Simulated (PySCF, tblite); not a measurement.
# C3H4F4Si: geometry, infrared bands and NMR shifts

Aim: predict the infrared bands and NMR shifts of C3H4F4Si (`F[SiH2]CC(F)=C(F)F`).

Programs: tblite 0.8.0 and PySCF 2.14.0, with density-fitted response routines of our own. Each step states its level of theory. These are calculated values for one molecule in the gas phase, unless marked as measured. Atoms count from 0, in the outputs and in this text.

## Step 1: The molecule as given

12 atoms, charge 0, multiplicity 1; geometry from: force field or distance geometry start.

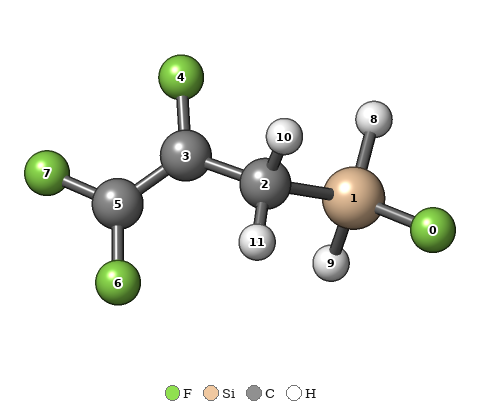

The starting geometry (fluorine green, silicon light orange, carbon grey, hydrogen white), atoms numbered.

## Step 2: Optimising the geometry with GFN2-xTB

The job: settings as JSON, then the geometry in Å.

```
{"job": {"kind": "relax", "xc": "GFN2-xTB", "basis": "xTB"}, "charge": 0, "multiplicity": 1}
F     -2.904600    -0.528900    -0.854200
Si    -1.799900     0.119000     0.093400
C     -0.127600    -0.113900    -0.712500
C      1.013900     0.423100     0.079800
F      1.142900     1.756800     0.214700
C      1.935600    -0.357900     0.664100
F      1.866100    -1.698200     0.567200
F      2.957000     0.212900     1.363800
H     -2.102500     1.548900     0.307200
H     -1.835400    -0.588300     1.416700
H     -0.143800     0.403300    -1.684900
H     -0.000300    -1.177600    -0.937300
```

Started as:

```
OMP_NUM_THREADS=1 python probes_run.py task.json out
```

One launch serves the whole session: the jobs run in the order shown.

Log:

```text
step      E/eV     max force
  0    -793.22764    1.935
  1    -793.33706    0.955
  2    -793.38694    1.029
  3    -793.41278    0.473
  4    -793.43462    0.449
  5    -793.44396    0.261
  6    -793.44810    0.195
  7    -793.45182    0.186
  8    -793.45351    0.111
  9    -793.45457    0.074
 10    -793.45535    0.078
 11    -793.45601    0.077
 12    -793.45635    0.042
 13    -793.45652    0.032
 14    -793.45664    0.025
 15    -793.45674    0.029
 16    -793.45680    0.019
 17    -793.45685    0.023
 18    -793.45692    0.026
 19    -793.45699    0.031
 20    -793.45705    0.023
 21    -793.45707    0.009
```

It took 0.13 s on 1 thread of Arm Neoverse V1, shared host.

Step by step:

```csv
step,energy from step 0 (eV),largest force (eV/Å)
0,0.0000,1.9355
1,-0.1094,0.9547
2,-0.1593,1.0291
3,-0.1851,0.4726
4,-0.2070,0.4491
5,-0.2163,0.2607
6,-0.2205,0.1955
7,-0.2242,0.1858
8,-0.2259,0.1113
9,-0.2269,0.0741
10,-0.2277,0.0776
11,-0.2284,0.0771
12,-0.2287,0.0422
13,-0.2289,0.0317
14,-0.2290,0.0254
15,-0.2291,0.0293
16,-0.2292,0.0186
17,-0.2292,0.0228
18,-0.2293,0.0260
19,-0.2294,0.0312
20,-0.2294,0.0228
21,-0.2294,0.0095
```

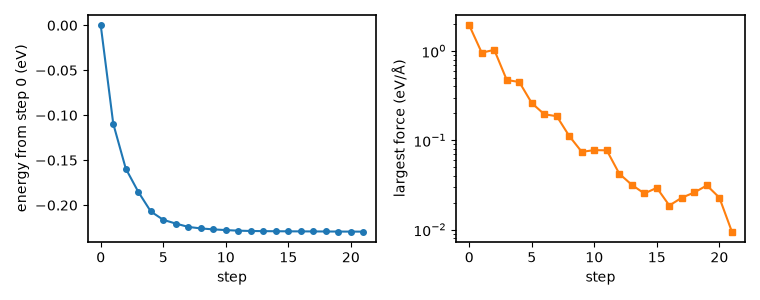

Energy and force, step by step.

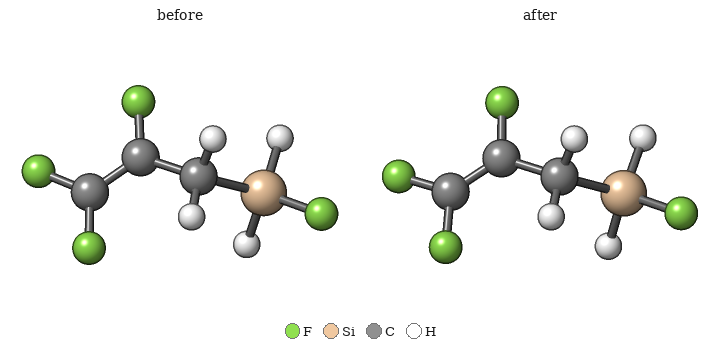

The geometry before (left) and after (right).

Distances of close pairs at the start and the end, largest changes first:

```csv
bond,before (Å),after (Å),change (Å)
Si1–H9,1.501,1.453,-0.048
Si1–C2,1.871,1.918,+0.047
C5–F7,1.363,1.328,-0.036
Si1–H8,1.477,1.451,-0.026
C3–C5,1.342,1.327,-0.015
F0–Si1,1.593,1.608,+0.015
C5–F6,1.346,1.333,-0.012
C2–C3,1.490,1.479,-0.010
```

The end geometry stands in the next job.

## Step 3: Vibrational analysis with GFN2-xTB

The job: settings as JSON, then the geometry in Å.

```
{"job": {"kind": "ir", "xc": "GFN2-xTB", "basis": "xTB"}, "charge": 0, "multiplicity": 1}
F     -2.888688    -0.492955    -0.824939
Si    -1.799777     0.151907     0.167054
C     -0.127698    -0.111250    -0.734665
C      1.017588     0.400491     0.049420
F      1.085832     1.743760     0.169378
C      1.939358    -0.332350     0.660573
F      1.950389    -1.664422     0.605280
F      2.950643     0.117240     1.393682
H     -2.140844     1.558678     0.268242
H     -1.855466    -0.620029     1.396346
H     -0.157115     0.417219    -1.689834
H      0.026977    -1.168977    -0.942436
```

Log:

```text
mode    cm-1     km/mol
  1      35.9      0.41
  2      40.3      5.09
  3      93.0      3.84
  4     170.3      8.91
  5     182.3     10.99
  6     201.9      1.28
  7     319.3      7.64
  8     398.1     11.70
  9     445.4      6.71
 10     466.4      6.36
 11     477.2     54.26
 12     533.2      9.47
 13     556.1     36.37
 14     705.7    122.43
 15     720.1     69.77
 16     750.9    236.83
 17     770.3     50.85
 18     797.6     55.12
 19     832.2    243.76
 20    1023.6    236.24
 21    1146.5     82.24
 22    1196.1    201.27
 23    1211.8    116.96
 24    1235.9    152.43
 25    1430.5      9.37
 26    1787.7     36.66
 27    2358.2    293.41
 28    2378.2    139.11
 29    2973.5     11.84
 30    3014.3      7.80
```

Run time: 0.35 s. Hardware: 1 thread of Arm Neoverse V1, shared host.

Which atoms move in the most intense modes:

```csv
cm⁻¹,km/mol,atoms
706,122.4,"C2 23 %, H8 17 %, Si1 17 %, H9 15 %"
751,236.8,"H8 48 %, H9 45 %"
832,243.8,"F0 52 %, Si1 42 %"
1024,236.2,"H11 29 %, C3 19 %, F4 14 %, H10 11 %"
1196,201.3,"C5 72 %, F6 13 %, F7 13 %"
1236,152.4,"C3 60 %, C2 21 %"
2358,293.4,H9 87 %
2378,139.1,"H8 88 %, H9 10 %"
```

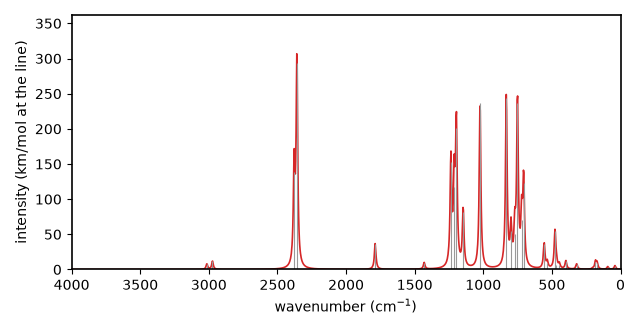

The infrared spectrum from these modes, unscaled. Lines are broadened to a width of 14 cm⁻¹ (Lorentzian).

## Step 4: Nuclear shieldings: PBE0/pcSseg-1

Same as in step 3 but for these lines:

```diff
@@ -1,2 +1,2 @@
-{"job": {"kind": "ir", "xc": "GFN2-xTB", "basis": "xTB"}, "charge": 0, "multiplicity": 1}
+{"job": {"kind": "nmr", "xc": "PBE0", "basis": "pcSseg-1"}, "charge": 0, "multiplicity": 1}
 F     -2.888688    -0.492955    -0.824939
```

Method: GIAO PBE0/pcSseg-1 NMR shielding, non-relativistic, gas phase.

Log:

```text
coarse grid: 11712 points
cycle   1  E = -804.7140805083  dE =  1.067e+00  |g| = 8.876e-01  |ddm| = 3.171e+00
cycle   2  E = -804.5532529641  dE =  1.608e-01  |g| = 1.363e+00  |ddm| = 1.520e+00
cycle   3  E = -804.8424638237  dE = -2.892e-01  |g| = 7.755e-02  |ddm| = 9.795e-01
cycle   4  E = -804.8432958357  dE = -8.320e-04  |g| = 4.151e-02  |ddm| = 8.548e-02
cycle   5  E = -804.8436205975  dE = -3.248e-04  |g| = 9.464e-03  |ddm| = 3.791e-02
cycle   6  E = -804.8436326553  dE = -1.206e-05  |g| = 3.248e-03  |ddm| = 8.685e-03
cycle   7  E = -804.8436345208  dE = -1.865e-06  |g| = 6.590e-04  |ddm| = 2.792e-03
final grid: 113456 points
cycle   8  E = -804.9138836927  dE = -3.640e-05  |g| = 6.548e-03  |ddm| = 2.069e-02
cycle   9  E = -804.9138744651  dE =  9.228e-06  |g| = 9.777e-03  |ddm| = 1.146e-02
cycle  10  E = -804.9138928066  dE = -1.834e-05  |g| = 8.861e-04  |ddm| = 6.718e-03
cycle  11  E = -804.9138929425  dE = -1.359e-07  |g| = 2.623e-04  |ddm| = 8.055e-04
cycle  12  E = -804.9138929552  dE = -1.268e-08  |g| = 1.100e-04  |ddm| = 2.728e-04
cycle  13  E = -804.9138929575  dE = -2.347e-09  |g| = 2.747e-05  |ddm| = 1.027e-04
cycle  14  E = -804.9138929577  dE = -1.532e-10  |g| = 6.150e-06  |ddm| = 2.527e-05
converged SCF energy = -804.9138929577

GIAO shielding tensors (ppm)
atom      isotropic    diamagn.    paramagn.     s11        s22        s33       span
  0 F      392.860     466.255     -73.395    368.687    383.471    426.423     57.735
  1 Si     346.020     876.486    -530.466    315.760    321.150    401.150     85.390
  2 C      168.426     253.662     -85.235    152.734    165.003    187.542     34.808
  3 C       52.704     252.751    -200.046     11.439     65.149     81.525     70.086
  4 F      353.744     473.197    -119.453    285.501    368.898    406.834    121.333
  5 C       20.121     250.711    -230.590    -40.863     44.386     56.840     97.702
  6 F      296.628     475.088    -178.460    247.811    302.261    339.811     92.000
  7 F      276.905     469.874    -192.969    251.939    286.418    292.357     40.418
  8 H       26.375      28.402      -2.027     22.538     25.824     30.761      8.223
  9 H       26.521      28.684      -2.163     23.276     25.637     30.650      7.374
 10 H       29.336      29.848      -0.512     25.089     27.803     35.117     10.028
 11 H       29.421      31.295      -1.874     24.889     29.200     34.174      9.286
```

It took 28 s on 1 thread of Arm Neoverse V1, shared host; peak memory 0.73 GiB.

The references, computed at this level on geometries of the same kind, shield at (ppm): 1H TMS 31.72, 13C TMS 186.9, 29Si TMS 349.2, 19F CFCl3 170.9. Their shielding less the atom's gives the shift. The references are single molecules in the gas phase, so shifts against H2O, NH3, PH3, H3PO4 or CFCl3 are not on the usual liquid scales and can be off by tens of ppm. Atoms listed in one row are averaged.

```csv
atoms,environment,σ (ppm),δ (ppm),δ scaled to CDCl3
C5,fully substituted alkene carbon,20.1,166.8,160.9
C3,fully substituted alkene carbon,52.7,134.2,129.1
C2,allylic sp3 CH2 bonded to Si,168.4,18.5,16.1
"H8, H9","hydrogen on a silicon bonded to C, F",26.45,5.27,–
"H10, H11",hydrogen on an allylic sp3 CH2 bonded to Si,29.38,2.34,2.31
F7,vinylic fluorine,276.9,-106.0,–
F6,vinylic fluorine,296.6,-125.7,–
F4,vinylic fluorine,353.7,-182.8,–
F0,fluorine bonded to Si,392.9,-221.9,–
Si1,"silicon bonded to C, F, 2 H",346.0,3.1,–
```

The scaled column applies a straight-line fit of computed shieldings to shifts measured in CDCl3, and one for carbons that bear F (root-mean-square error 0.16 ppm for H, 1.9 ppm for C).

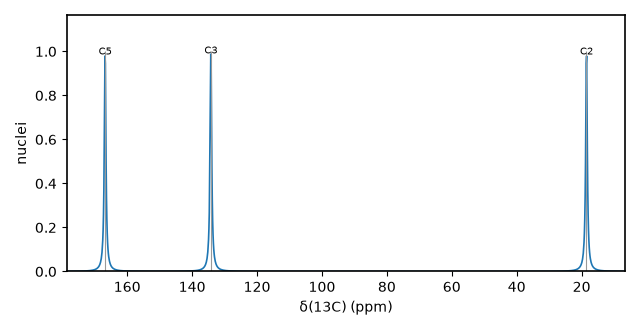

13C lines at the computed shifts, without couplings. Lines are broadened to a width of 0.59 ppm (Lorentzian).

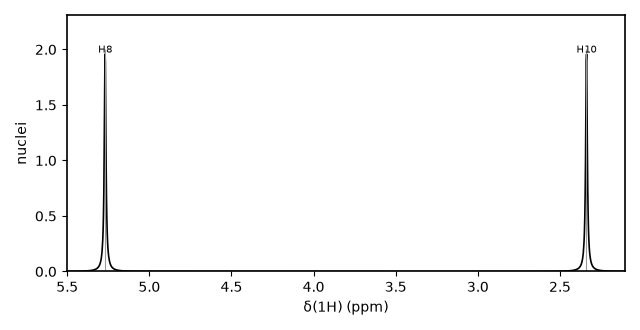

1H lines at the computed shifts, without couplings. Lines are broadened to a width of 0.01 ppm (Lorentzian).

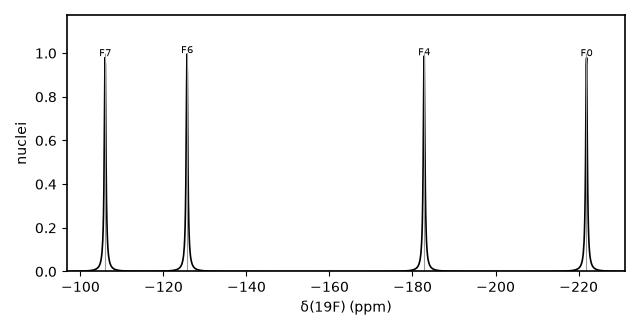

19F lines at the computed shifts, without couplings. Lines are broadened to a width of 0.46 ppm (Lorentzian).

Charges from the same density, by scheme (e):

```csv
atoms,Mulliken,IAO,Hirshfeld,ESP fit
F0,-0.43,-0.54,-0.21,-0.33
Si1,0.96,1.11,0.44,0.76
C2,-0.51,-0.58,-0.17,-0.48
C3,0.07,0.19,0.04,0.05
F4,-0.27,-0.27,-0.08,-0.14
C5,0.54,0.49,0.14,0.28
F6,-0.25,-0.25,-0.07,-0.13
F7,-0.24,-0.23,-0.07,-0.13
```

IAO charges:

```csv
atom,value (e)
F0,-0.54
Si1,1.11
C2,-0.58
C3,0.19
F4,-0.27
C5,0.49
F6,-0.25
F7,-0.23
H8,-0.14
H9,-0.14
H10,0.18
H11,0.18
```

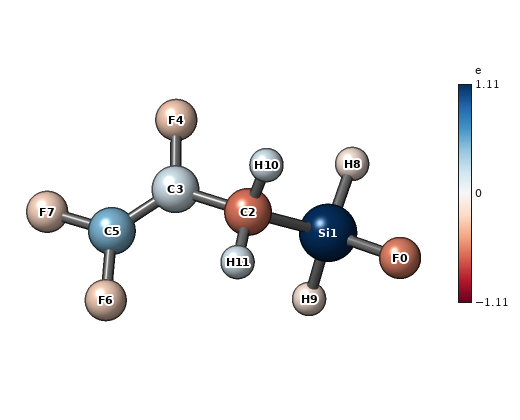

IAO charges, as colours on the atoms.

Mayer bond orders: F0–Si1 0.91, Si1–C2 0.86, C2–C3 1.01, C3–F4 0.95, C3–C5 1.72, C5–F6 1.00, C5–F7 1.01.

Orbitals, density, ELF and potential are computed afterwards from the orbital file.

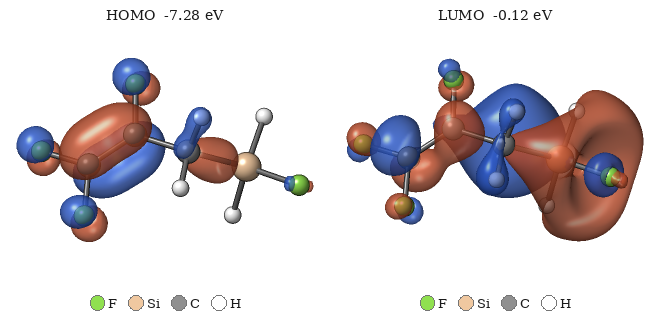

PBE0/pcSseg-1 orbitals near the gap, drawn at the value that encloses 70 % of each; the two colours are the two signs.

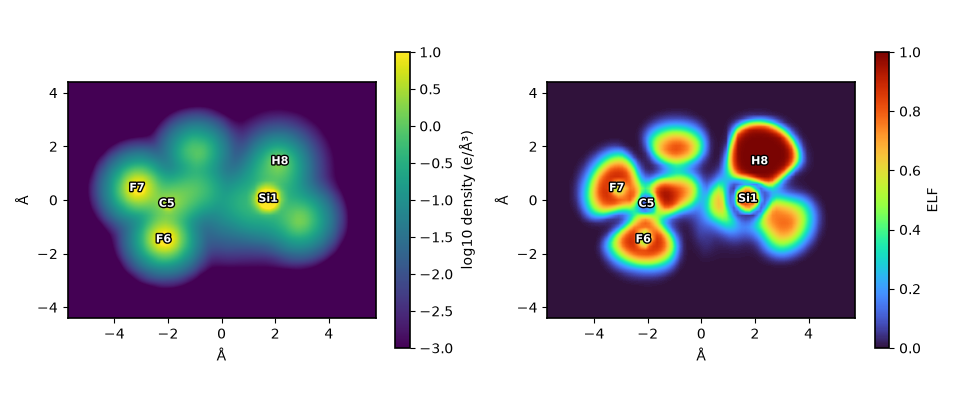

Density (left) and ELF (right) in a plane through or near 5 of the atoms.

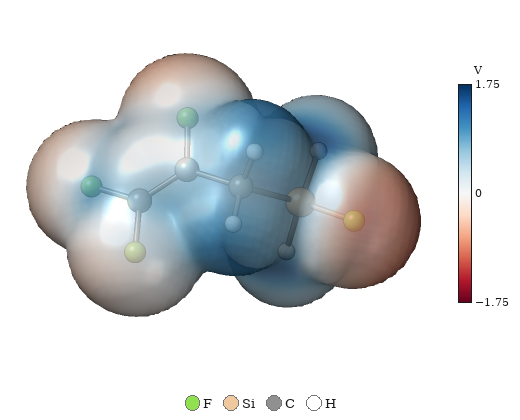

The potential that a unit positive charge feels on the 0.002 e/bohr³ surface, from -0.91 V near F0 to 1.75 V near H8.

## Step 5: What came out

| quantity | value |
| --- | --- |
| strongest single infrared mode (GFN2-xTB) | 2358 cm⁻¹, 293 km/mol |
| zero-point energy (GFN2-xTB) | 40.4 kcal/mol |
| 13C shifts against TMS (PBE0/pcSseg-1) | 166.8, 134.2, 18.5 ppm |
| 1H shifts against TMS (PBE0/pcSseg-1, means over atoms taken as alike) | 5.27, 2.34 ppm |
| 19F shifts against CFCl3 (PBE0/pcSseg-1) | -106.0, -125.7, -182.8, -221.9 ppm |
| 29Si shifts against TMS (PBE0/pcSseg-1) | 3.1 ppm |
| surface potential, least and greatest | -0.91 V and 1.75 V |

What this shows: Over 21 steps the energy fell by 0.229 eV; of the close pairs, Si1–H9 changed most, 1.501 to 1.453 Å. All 30 modes are real, so the xTB geometry is a minimum. The strongest single mode, at 2358 cm⁻¹, moves mainly H9. Unscaled tight-binding wavenumbers are off by several per cent, some by more. Its intensities can rank the bands wrongly. At PBE0/pcSseg-1: The largest span, 121 ppm, is at F4, where the paramagnetic term is -119 ppm.
